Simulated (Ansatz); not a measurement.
# AlClH$_{2}$O$_{2}$···H$_{2}$: what the fields show

The calculation's input:

```
crystal:
  periodic: [false, false, false]
  atoms:
    - { symbol: Al, position_ang: [0.10853, -0.639344, -0.455244] }
    - { symbol: H, position_ang: [0.202248, 0.002714, 2.227839] }
    - { symbol: Cl, position_ang: [1.796745, 0.525438, -0.884967] }
    - { symbol: O, position_ang: [-1.417381, -0.046392, -0.964408] }
    - { symbol: H, position_ang: [-2.230174, -0.566116, -0.836287] }
    - { symbol: O, position_ang: [0.404822, -2.171354, 0.35136] }
    - { symbol: H, position_ang: [-0.348442, -2.771134, 0.502815] }
    - { symbol: H, position_ang: [0.285351, -0.659011, 1.967992] }
basis:
  gaussian: { orbitals: "6-31G*" }
hamiltonian:
  xc: pbe
  dispersion: d4
relax:
  f_tol: 0.03
  max_steps: 50
output:
  orbitals: {}
```

Command:

```sh
ansatz run input.yaml --threads 1 --pin off --max-ram 2048MiB --backend cpu --events-out ev --progress --plain --runs-dir out
```

The fields are those of the run's last geometry, not of the input's.

The calculation used RKS PBE-D4/6-31G* (Ansatz).

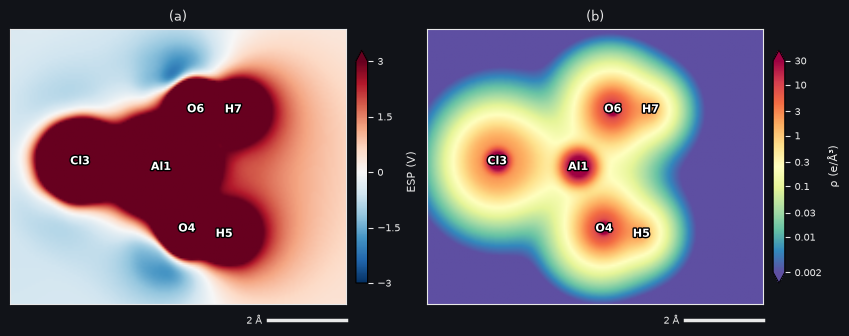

Figure 1. (a) electrostatic potential; (b) electron density on the plane of atoms O4, Al1 and O6.

**What do the fields say about this system?**

The plane passes through Al, Cl, O and H nuclei. Al–O (1.72 Å): ρ is about 0.81 e/Å³ halfway. Al–Cl (2.10 Å): ρ at the midpoint is about 0.73 e/Å³. O–H (0.97 Å): ρ is about 3.5 e/Å³ halfway. Outside the dense part of the complex the potential is most negative (−2.1 V) near O6.

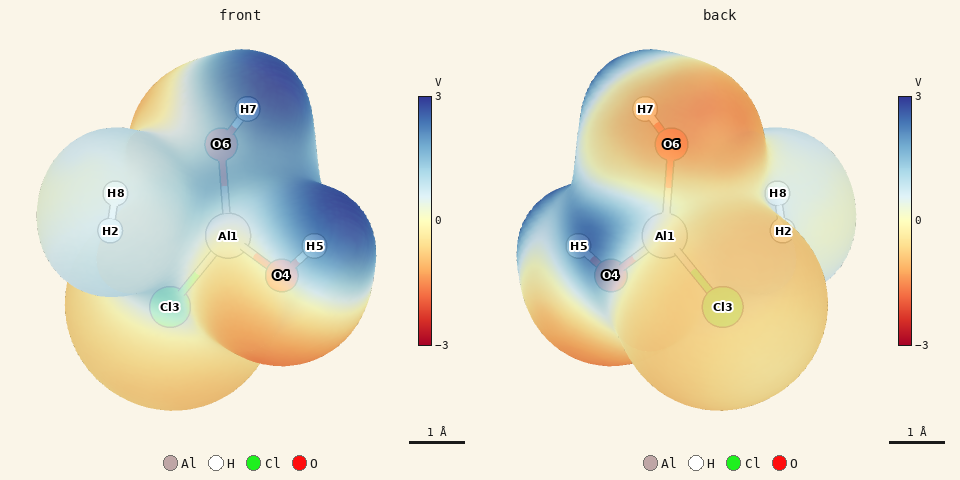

Figure 2. The molecular electrostatic potential painted on the density surface at 0.002 e/bohr³, seen from the front and from behind; the colour scale runs from red (negative) to blue (positive).

**Where is the surface potential most negative and most positive?**

The most negative region (about −1.5 V) lies over O4 and O6, the most positive (about +2.8 V) over H5 and H7.

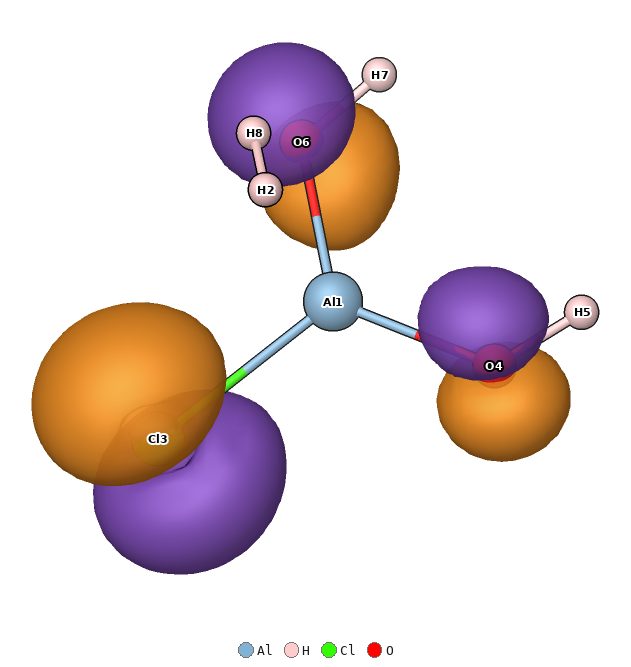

Figure 3. The HOMO−1 at ±0.15 Å⁻³ᐟ² (orange and purple are the two phases), seen at a tilt.

**Describe this orbital and give its energy.**

Its weight (Hirshfeld) is mainly on Cl3 (about 50 %), O6 (about 25 %) and O4 (about 15 %); largely a combination of lone pairs on Cl3, O6 and O4. Its energy is −7.43 eV.
